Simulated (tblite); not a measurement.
Geometry relaxation, with input and output: GeBPH6 (charge +1) (part 1 of 2)

GeBPH6, charge +1, multiplicity 2, computed with GFN2-xTB geometry optimisation, gas phase (tblite 0.8.0).

It belongs to a series of runs on one base structure; here: electron removed.

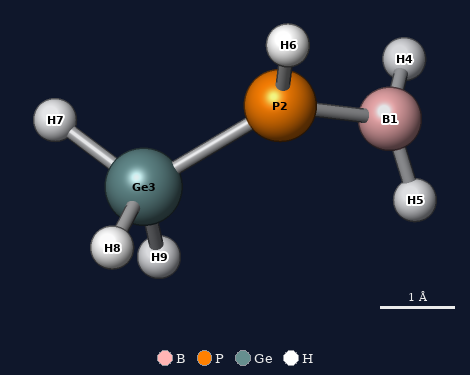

The input geometry (ball-and-stick view, seen at a tilt; atoms are numbered from 1 in the order of the input). Sticks mark near contacts. Bond lengths as drawn: B–H 1.19 Å, B–P 1.86 Å, Ge–H 1.55 to 1.57 Å, Ge–P 2.20 Å and H–P 1.42 Å.

Summary:

- outcome: converged
- total energy: −224.4549 eV
- hardware: 1 CPU thread, shared host
- peak memory: 0.18 GiB

The input:
```
{"job": {"kind": "relax", "xc": "GFN2-xTB", "basis": "xTB"}, "charge": 1, "multiplicity": 2}
B     -1.991700    -0.184000    -0.131200
P     -0.379400    -0.373600     0.770900
Ge     1.498400     0.291200    -0.165000
H     -2.430500    -1.109100    -0.739900
H     -2.230800     0.872000    -0.628500
H     -0.390600    -0.901900     2.090500
H      2.489400    -0.857400    -0.490400
H      2.234900     1.278500     0.803400
H      1.213900     0.990400    -1.535000
```

The first line tells a small driver script what to run in tblite; the rest is the geometry in Å.

Launch command:
```bash
OMP_NUM_THREADS=1 python <driver script> task.json out
```

The program's output:
```
step      E/eV     max force
  0    -223.86824    2.684
  1    -224.04758    1.529
  2    -224.16244    0.542
  3    -224.18483    0.548
  4    -224.20975    0.563
  5    -224.23598    0.459
  6    -224.25702    0.500
  7    -224.27150    0.463
  8    -224.28519    0.360
  9    -224.30018    0.404
 10    -224.31889    0.363
 11    -224.33613    0.384
 12    -224.35280    0.412
 13    -224.37044    0.461
 14    -224.38420    0.337
 15    -224.39368    0.271
 16    -224.40019    0.253
 17    -224.40545    0.265
 18    -224.41090    0.205
 19    -224.41480    0.176
 20    -224.41682    0.116
 21    -224.41799    0.122
 22    -224.41905    0.102
 23    -224.42066    0.108
 24    -224.42170    0.089
 25    -224.42257    0.098
 26    -224.42341    0.098
 27    -224.42479    0.157
 28    -224.42698    0.216
 29    -224.42980    0.206
 30    -224.43205    0.133
 31    -224.43351    0.125
 32    -224.43470    0.124
 33    -224.43617    0.165
 34    -224.43878    0.210
 35    -224.44260    0.207
 36    -224.44652    0.153
 37    -224.44850    0.078
 38    -224.44902    0.074
 39    -224.44923    0.090
 40    -224.44963    0.070
 41    -224.45075    0.069
 42    -224.45194    0.110
 43    -224.45311    0.079
 44    -224.45364    0.048
 45    -224.45382    0.026
 46    -224.45396    0.024
 47    -224.45401    0.022
 48    -224.45409    0.025
 49    -224.45419    0.023
 50    -224.45424    0.018
 51    -224.45428    0.018
 52    -224.45431    0.020
 53    -224.45434    0.018
 54    -224.45436    0.015
 55    -224.45438    0.014
 56    -224.45440    0.013
 57    -224.45442    0.015
 58    -224.45446    0.020
 59    -224.45451    0.024
 60    -224.45456    0.018
 61    -224.45459    0.012
 62    -224.45461    0.013
 63    -224.45462    0.014
 64    -224.45465    0.019
 65    -224.45470    0.023
 66    -224.45478    0.026
 67    -224.45485    0.019
 68    -224.45488    0.011
 69    -224.45489    0.009
```

Trajectory as extended XYZ (Å, eV, eV/Å), 51 of the 70 frames kept, from step=0 to step=69:
```
9
Properties=species:S:1:pos:R:3:forces:R:3 step=0 energy=-223.86824
B    -1.9917   -0.1840   -0.1312    0.4830   0.0070  -1.2530
P    -0.3794   -0.3736    0.7709   -1.6290  -0.5000   1.0900
Ge    1.4984    0.2912   -0.1650    2.2630   1.0150  -1.0260
H    -2.4305   -1.1091   -0.7399   -0.1640   0.2450   0.7590
H    -2.2308    0.8720   -0.6285    0.0190  -0.3260   0.4030
H    -0.3906   -0.9019    2.0905    0.1560   0.0800  -0.6460
H     2.4894   -0.8574   -0.4904   -0.5610   0.2740   0.3020
H     2.2349    1.2785    0.8034   -0.4430  -0.4750  -0.3910
H     1.2139    0.9904   -1.5350   -0.1240  -0.3200   0.7620
9
Properties=species:S:1:pos:R:3:forces:R:3 step=1 energy=-224.04758
B    -1.9848   -0.1839   -0.1491    0.4500  -0.0360  -0.8780
P    -0.4027   -0.3807    0.7865   -0.7300  -0.0540   0.3480
Ge    1.5307    0.3057   -0.1797    1.2880   0.6290  -0.5320
H    -2.4329   -1.1056   -0.7290   -0.2520   0.0490   0.5620
H    -2.2305    0.8673   -0.6227    0.0050  -0.1120   0.2430
H    -0.3884   -0.9007    2.0812    0.0920  -0.0930  -0.2600
H     2.4814   -0.8535   -0.4861   -0.4150   0.1490   0.2410
H     2.2285    1.2717    0.7978   -0.3190  -0.3240  -0.2840
H     1.2121    0.9858   -1.5241   -0.1190  -0.2070   0.5610
9
Properties=species:S:1:pos:R:3:forces:R:3 step=3 energy=-224.18483
B    -1.9588   -0.1864   -0.1943    0.2520  -0.0540  -0.2890
P    -0.4342   -0.3783    0.7985    0.3530   0.3530  -0.2270
Ge    1.5927    0.3360   -0.2047   -0.0400  -0.0180   0.0640
H    -2.4498   -1.1069   -0.6993   -0.3540  -0.2280   0.2480
H    -2.2305    0.8648   -0.6116   -0.0020   0.1650  -0.0390
H    -0.3839   -0.9088    2.0706   -0.0020  -0.2430   0.0040
H     2.4603   -0.8480   -0.4730   -0.0850  -0.1480   0.1130
H     2.2133    1.2572    0.7849    0.0210   0.1040   0.0820
H     1.2046    0.9766   -1.4963   -0.1430   0.0700   0.0430
9
Properties=species:S:1:pos:R:3:forces:R:3 step=4 energy=-224.20975
B    -1.9426   -0.1889   -0.2168    0.0800  -0.0510  -0.1920
P    -0.4325   -0.3659    0.7943    0.4750   0.2910  -0.0790
Ge    1.6100    0.3444   -0.2102   -0.2720  -0.1490   0.1630
H    -2.4665   -1.1150   -0.6826   -0.2720  -0.1450   0.2320
H    -2.2307    0.8696   -0.6096    0.0290   0.0890  -0.0920
H    -0.3826   -0.9193    2.0681   -0.0240  -0.1750  -0.1860
H     2.4513   -0.8513   -0.4655    0.0050  -0.2160   0.0750
H     2.2094    1.2563    0.7838    0.1200   0.2160   0.1830
H     1.1977    0.9761   -1.4867   -0.1420   0.1390  -0.1020
9
Properties=species:S:1:pos:R:3:forces:R:3 step=6 energy=-224.25702
B    -1.9077   -0.1971   -0.2704   -0.1350  -0.0340   0.1180
P    -0.4044   -0.3262    0.7828    0.0920   0.0350   0.0790
Ge    1.6281    0.3525   -0.2108   -0.2530  -0.1070   0.1820
H    -2.5128   -1.1361   -0.6346    0.0470   0.1690   0.2370
H    -2.2281    0.8812   -0.6120    0.1140  -0.2010  -0.1620
H    -0.3815   -0.9492    2.0479   -0.0160  -0.0120  -0.5000
H     2.4342   -0.8707   -0.4463    0.0510  -0.1640   0.0380
H     2.2099    1.2677    0.7925    0.1640   0.1890   0.1280
H     1.1759    0.9838   -1.4743   -0.0630   0.1260  -0.1200
9
Properties=species:S:1:pos:R:3:forces:R:3 step=7 energy=-224.27150
B    -1.9021   -0.2001   -0.2799   -0.0810   0.0160   0.2260
P    -0.3925   -0.3139    0.7795   -0.1780  -0.0330   0.0340
Ge    1.6237    0.3507   -0.2052   -0.0530   0.0120   0.0930
H    -2.5239   -1.1384   -0.6176    0.0920   0.1790   0.2190
H    -2.2249    0.8804   -0.6170    0.1180  -0.2400  -0.1740
H    -0.3818   -0.9577    2.0324    0.0050  -0.0100  -0.4630
H     2.4317   -0.8801   -0.4408   -0.0010  -0.0660   0.0490
H     2.2144    1.2758    0.7984    0.1090   0.0830   0.0190
H     1.1688    0.9893   -1.4749   -0.0100   0.0570  -0.0040
9
Properties=species:S:1:pos:R:3:forces:R:3 step=8 energy=-224.28519
B    -1.8995   -0.2020   -0.2815   -0.0100   0.0590   0.2810
P    -0.3859   -0.3044    0.7768   -0.3520  -0.0350  -0.0650
Ge    1.6178    0.3489   -0.1982    0.1490   0.1170  -0.0130
H    -2.5308   -1.1367   -0.5998    0.0760   0.1160   0.1920
H    -2.2198    0.8748   -0.6252    0.0960  -0.1940  -0.1910
H    -0.3820   -0.9649    2.0105    0.0220  -0.0710  -0.3090
H     2.4300   -0.8891   -0.4354   -0.0650   0.0390   0.0660
H     2.2207    1.2844    0.8037    0.0470  -0.0190  -0.0760
H     1.1631    0.9950   -1.4759    0.0380  -0.0120   0.1140
9
Properties=species:S:1:pos:R:3:forces:R:3 step=10 energy=-224.31889
B    -1.8888   -0.2044   -0.2779   -0.1560   0.0590   0.2050
P    -0.3891   -0.2753    0.7633   -0.1780   0.0580  -0.1940
Ge    1.6207    0.3557   -0.1844    0.2840   0.1750  -0.1430
H    -2.5517   -1.1291   -0.5323    0.0300  -0.0250   0.1290
H    -2.2006    0.8513   -0.6602    0.0060   0.0290  -0.2740
H    -0.3806   -0.9958    1.9340    0.0360  -0.2830   0.1430
H     2.4165   -0.9103   -0.4134   -0.1420   0.2100   0.0790
H     2.2388    1.3050    0.8120   -0.0190  -0.1360  -0.1680
H     1.1483    1.0089   -1.4662    0.1380  -0.0860   0.2210
9
Properties=species:S:1:pos:R:3:forces:R:3 step=11 energy=-224.33613
B    -1.8857   -0.2047   -0.2737   -0.3320   0.0870   0.0730
P    -0.3955   -0.2561    0.7521    0.1220   0.0360  -0.0510
Ge    1.6317    0.3651   -0.1805    0.1810   0.1120  -0.1230
H    -2.5646   -1.1250   -0.4864   -0.0020  -0.0880   0.0940
H    -2.1887    0.8376   -0.6877   -0.0490   0.1120  -0.3090
H    -0.3787   -1.0219    1.8897    0.0390  -0.3060   0.2280
H     2.4041   -0.9183   -0.3975   -0.1280   0.2380   0.0660
H     2.2490    1.3142    0.8129   -0.0050  -0.1250  -0.1460
H     1.1421    1.0152   -1.4541    0.1750  -0.0680   0.1670
9
Properties=species:S:1:pos:R:3:forces:R:3 step=12 energy=-224.35280
B    -1.8910   -0.2027   -0.2670   -0.3760   0.1640  -0.0340
P    -0.4002   -0.2393    0.7423    0.3440  -0.0400   0.1310
Ge    1.6453    0.3760   -0.1792    0.0230   0.0160  -0.0520
H    -2.5752   -1.1218   -0.4422   -0.0670  -0.1620   0.0630
H    -2.1785    0.8259   -0.7199   -0.1000   0.1430  -0.3100
H    -0.3762   -1.0512    1.8517    0.0410  -0.2450   0.1970
H     2.3903   -0.9205   -0.3817   -0.0790   0.2070   0.0420
H     2.2586    1.3200    0.8107    0.0350  -0.0700  -0.0840
H     1.1405    1.0196   -1.4399    0.1790  -0.0130   0.0460
9
Properties=species:S:1:pos:R:3:forces:R:3 step=14 energy=-224.38420
B    -1.9238   -0.1855   -0.2458   -0.0340   0.2280  -0.1020
P    -0.3966   -0.2198    0.7340    0.1620  -0.1850   0.2300
Ge    1.6663    0.3946   -0.1779   -0.2190  -0.0840   0.1170
H    -2.5921   -1.1234   -0.3663   -0.1310  -0.1310   0.0610
H    -2.1670    0.8102   -0.7964   -0.1460   0.0380  -0.1660
H    -0.3690   -1.1124    1.7962    0.0530  -0.0510   0.0420
H     2.3647   -0.9102   -0.3541    0.0810  -0.0020  -0.0180
H     2.2793    1.3257    0.8012    0.1180   0.0660   0.0670
H     1.1517    1.0269   -1.4160    0.1150   0.1200  -0.2310
9
Properties=species:S:1:pos:R:3:forces:R:3 step=15 energy=-224.39368
B    -1.9378   -0.1741   -0.2367    0.1060   0.1100  -0.1070
P    -0.3920   -0.2216    0.7364   -0.0810  -0.1550   0.1420
Ge    1.6645    0.3966   -0.1747   -0.1940  -0.0220   0.1090
H    -2.5964   -1.1267   -0.3490   -0.0770   0.0080   0.0860
H    -2.1682    0.8075   -0.8226   -0.1310  -0.0210  -0.0750
H    -0.3658   -1.1295    1.7869    0.0600  -0.0320   0.0280
H     2.3610   -0.9047   -0.3486    0.1150  -0.0630  -0.0280
H     2.2879    1.3274    0.7990    0.1010   0.0600   0.0680
H     1.1604    1.0310   -1.4159    0.1010   0.1160  -0.2230
9
Properties=species:S:1:pos:R:3:forces:R:3 step=17 energy=-224.40545
B    -1.9476   -0.1588   -0.2311    0.1120  -0.1220  -0.1060
P    -0.3932   -0.2309    0.7443   -0.2640  -0.0230  -0.0060
Ge    1.6504    0.3974   -0.1658   -0.0240   0.0550  -0.0170
H    -2.6026   -1.1270   -0.3284    0.0160   0.2030   0.1010
H    -2.1767    0.8036   -0.8530   -0.0740  -0.0650   0.0260
H    -0.3592   -1.1491    1.7820    0.0510  -0.0650   0.0600
H     2.3643   -0.9016   -0.3454    0.0570   0.0090  -0.0110
H     2.3018    1.3317    0.7999    0.0130  -0.0220   0.0000
H     1.1762    1.0408   -1.4276    0.1120   0.0300  -0.0450
9
Properties=species:S:1:pos:R:3:forces:R:3 step=18 energy=-224.41090
B    -1.9482   -0.1544   -0.2334    0.0520  -0.1430  -0.0950
P    -0.4010   -0.2359    0.7490   -0.1720   0.0490  -0.0510
Ge    1.6432    0.3996   -0.1617    0.0360   0.0400  -0.0630
H    -2.6066   -1.1217   -0.3133    0.0020   0.1910   0.0750
H    -2.1831    0.7995   -0.8676   -0.0340  -0.0760   0.0570
H    -0.3543   -1.1613    1.7794    0.0310  -0.0690   0.0630
H     2.3673   -0.9005   -0.3436    0.0050   0.0750   0.0030
H     2.3095    1.3337    0.8008   -0.0320  -0.0560  -0.0280
H     1.1868    1.0471   -1.4348    0.1110  -0.0110   0.0410
9
Properties=species:S:1:pos:R:3:forces:R:3 step=19 energy=-224.41480
B    -1.9456   -0.1535   -0.2409   -0.0490  -0.1580  -0.0480
P    -0.4090   -0.2355    0.7514   -0.0160   0.0390  -0.0200
Ge    1.6411    0.4037   -0.1596    0.0340  -0.0010  -0.0600
H    -2.6142   -1.1152   -0.2925    0.0000   0.1730   0.0330
H    -2.1877    0.7941   -0.8807   -0.0070  -0.0650   0.0480
H    -0.3495   -1.1762    1.7728    0.0060  -0.0130   0.0090
H     2.3673   -0.8998   -0.3393   -0.0240   0.1140   0.0070
H     2.3156    1.3356    0.8013   -0.0510  -0.0640  -0.0360
H     1.1955    1.0528   -1.4378    0.1070  -0.0240   0.0670
9
Properties=species:S:1:pos:R:3:forces:R:3 step=21 energy=-224.41799
B    -1.9441   -0.1577   -0.2499   -0.0410  -0.0410   0.0300
P    -0.4154   -0.2324    0.7525    0.1210  -0.0090   0.0120
Ge    1.6428    0.4079   -0.1606   -0.0350  -0.0350   0.0150
H    -2.6232   -1.1047   -0.2717   -0.0780   0.0250  -0.0100
H    -2.1911    0.7864   -0.8903    0.0080  -0.0390   0.0150
H    -0.3454   -1.1899    1.7653   -0.0130   0.0610  -0.0570
H     2.3650   -0.8945   -0.3345   -0.0020   0.0670  -0.0040
H     2.3183    1.3343    0.8001   -0.0380  -0.0350  -0.0070
H     1.2066    1.0566   -1.4362    0.0780   0.0050   0.0060
9
Properties=species:S:1:pos:R:3:forces:R:3 step=22 energy=-224.41905
B    -1.9446   -0.1598   -0.2507    0.0010   0.0050   0.0500
P    -0.4139   -0.2309    0.7521    0.0840  -0.0250   0.0020
Ge    1.6429    0.4080   -0.1609   -0.0430  -0.0170   0.0340
H    -2.6272   -1.1018   -0.2673   -0.0990  -0.0210  -0.0090
H    -2.1911    0.7835   -0.8918    0.0080  -0.0310   0.0070
H    -0.3450   -1.1917    1.7621   -0.0080   0.0680  -0.0570
H     2.3640   -0.8914   -0.3333    0.0200   0.0240  -0.0100
H     2.3176    1.3329    0.7994   -0.0280  -0.0210   0.0070
H     1.2108    1.0571   -1.4348    0.0650   0.0180  -0.0230
9
Properties=species:S:1:pos:R:3:forces:R:3 step=23 energy=-224.42066
B    -1.9457   -0.1626   -0.2503    0.0320   0.0400   0.0630
P    -0.4103   -0.2286    0.7509   -0.0080  -0.0440  -0.0250
Ge    1.6410    0.4082   -0.1597   -0.0220   0.0240   0.0320
H    -2.6373   -1.0968   -0.2569   -0.0960  -0.0500  -0.0010
H    -2.1912    0.7768   -0.8971    0.0140  -0.0210   0.0040
H    -0.3438   -1.1958    1.7538    0.0050   0.0620  -0.0390
H     2.3629   -0.8858   -0.3309    0.0490  -0.0380  -0.0160
H     2.3173    1.3309    0.7986   -0.0180  -0.0030   0.0290
H     1.2206    1.0596   -1.4335    0.0440   0.0300  -0.0480
9
Properties=species:S:1:pos:R:3:forces:R:3 step=25 energy=-224.42257
B    -1.9482   -0.1644   -0.2454   -0.0320   0.0130   0.0230
P    -0.4086   -0.2290    0.7482   -0.0700  -0.0180  -0.0660
Ge    1.6349    0.4098   -0.1559    0.0560   0.0370  -0.0300
H    -2.6554   -1.0892   -0.2398   -0.0460  -0.0290   0.0180
H    -2.1917    0.7645   -0.9075    0.0270   0.0010   0.0120
H    -0.3406   -1.2009    1.7405    0.0220   0.0140   0.0290
H     2.3654   -0.8789   -0.3286    0.0430  -0.0540  -0.0110
H     2.3176    1.3282    0.7995   -0.0180   0.0140   0.0550
H     1.2403    1.0659   -1.4362    0.0180   0.0220  -0.0300
9
Properties=species:S:1:pos:R:3:forces:R:3 step=26 energy=-224.42341
B    -1.9506   -0.1647   -0.2422   -0.0810  -0.0210  -0.0080
P    -0.4098   -0.2305    0.7457   -0.0460  -0.0030  -0.0700
Ge    1.6334    0.4112   -0.1551    0.0810   0.0140  -0.0540
H    -2.6638   -1.0866   -0.2333   -0.0210  -0.0070   0.0260
H    -2.1913    0.7594   -0.9111    0.0250   0.0180   0.0110
H    -0.3388   -1.2017    1.7362    0.0250  -0.0040   0.0530
H     2.3680   -0.8772   -0.3283    0.0260  -0.0340  -0.0050
H     2.3171    1.3272    0.8013   -0.0190   0.0200   0.0640
H     1.2494    1.0690   -1.4384    0.0100   0.0170  -0.0170
9
Properties=species:S:1:pos:R:3:forces:R:3 step=28 energy=-224.42698
B    -1.9665   -0.1688   -0.2312   -0.1660  -0.1120  -0.0810
P    -0.4149   -0.2382    0.7303    0.0730  -0.0010  -0.0450
Ge    1.6366    0.4169   -0.1579    0.0980  -0.0710  -0.0770
H    -2.6990   -1.0798   -0.2117    0.0440   0.0570   0.0520
H    -2.1878    0.7438   -0.9190   -0.0120   0.0720  -0.0140
H    -0.3302   -1.1997    1.7280    0.0240  -0.0120   0.0700
H     2.3807   -0.8729   -0.3293   -0.0250   0.0300   0.0110
H     2.3100    1.3234    0.8142   -0.0220   0.0300   0.0730
H     1.2848    1.0812   -1.4485   -0.0130   0.0080   0.0110
9
Properties=species:S:1:pos:R:3:forces:R:3 step=29 energy=-224.42980
B    -1.9822   -0.1751   -0.2257   -0.1360  -0.1250  -0.0910
P    -0.4173   -0.2454    0.7152    0.1180  -0.0350  -0.0290
Ge    1.6438    0.4204   -0.1635    0.0730  -0.0950  -0.0500
H    -2.7287   -1.0753   -0.1959    0.0690   0.0790   0.0650
H    -2.1852    0.7346   -0.9215   -0.0490   0.0870  -0.0340
H    -0.3227   -1.1947    1.7267    0.0180   0.0150   0.0410
H     2.3917   -0.8698   -0.3310   -0.0400   0.0490   0.0150
H     2.3010    1.3203    0.8276   -0.0290   0.0210   0.0560
H     1.3132    1.0910   -1.4571   -0.0250   0.0020   0.0250
9
Properties=species:S:1:pos:R:3:forces:R:3 step=30 energy=-224.43205
B    -1.9950   -0.1826   -0.2249   -0.0450  -0.0810  -0.0610
P    -0.4173   -0.2522    0.7020    0.1060  -0.0740  -0.0310
Ge    1.6522    0.4219   -0.1697    0.0310  -0.0730   0.0000
H    -2.7522   -1.0719   -0.1845    0.0670   0.0690   0.0680
H    -2.1842    0.7303   -0.9208   -0.0760   0.0730  -0.0460
H    -0.3165   -1.1882    1.7292    0.0120   0.0480   0.0000
H     2.4004   -0.8674   -0.3329   -0.0300   0.0370   0.0120
H     2.2918    1.3177    0.8399   -0.0350   0.0020   0.0270
H     1.3344    1.0984   -1.4636   -0.0290  -0.0010   0.0320
9
Properties=species:S:1:pos:R:3:forces:R:3 step=32 energy=-224.43470
B    -2.0005   -0.1923   -0.2335    0.0820   0.0640   0.0100
P    -0.4122   -0.2597    0.6898    0.0170  -0.0930  -0.0810
Ge    1.6617    0.4204   -0.1747   -0.0340   0.0150   0.0520
H    -2.7673   -1.0677   -0.1722    0.0330   0.0150   0.0480
H    -2.1886    0.7329   -0.9189   -0.0660  -0.0130  -0.0240
H    -0.3114   -1.1806    1.7330    0.0050   0.0640  -0.0310
H     2.4049   -0.8662   -0.3333    0.0200  -0.0220  -0.0010
H     2.2819    1.3160    0.8506   -0.0350  -0.0220  -0.0070
H     1.3450    1.1034   -1.4659   -0.0210  -0.0090   0.0350
9
Properties=species:S:1:pos:R:3:forces:R:3 step=33 energy=-224.43617
B    -2.0009   -0.1960   -0.2385    0.1010   0.1270   0.0320
P    -0.4083   -0.2655    0.6816   -0.0290  -0.0760  -0.1140
Ge    1.6650    0.4195   -0.1751   -0.0460   0.0500   0.0470
H    -2.7734   -1.0639   -0.1620    0.0230  -0.0030   0.0340
H    -2.1932    0.7335   -0.9207   -0.0460  -0.0640  -0.0010
H    -0.3086   -1.1767    1.7319    0.0030   0.0490  -0.0210
H     2.4068   -0.8660   -0.3327    0.0400  -0.0390  -0.0060
H     2.2768    1.3151    0.8557   -0.0300  -0.0280  -0.0130
H     1.3493    1.1059   -1.4655   -0.0150  -0.0160   0.0430
9
Properties=species:S:1:pos:R:3:forces:R:3 step=34 energy=-224.43878
B    -2.0039   -0.2008   -0.2440    0.0960   0.1800   0.0500
P    -0.4019   -0.2790    0.6617   -0.0810  -0.0390  -0.1470
Ge    1.6703    0.4189   -0.1753   -0.0450   0.0760   0.0260
H    -2.7878   -1.0551   -0.1391    0.0210  -0.0120   0.0150
H    -2.2018    0.7307   -0.9261   -0.0180  -0.1210   0.0270
H    -0.3022   -1.1683    1.7277   -0.0020   0.0200   0.0020
H     2.4126   -0.8652   -0.3317    0.0600  -0.0430  -0.0100
H     2.2663    1.3127    0.8666   -0.0230  -0.0340  -0.0170
H     1.3619    1.1120   -1.4650   -0.0080  -0.0270   0.0550
```
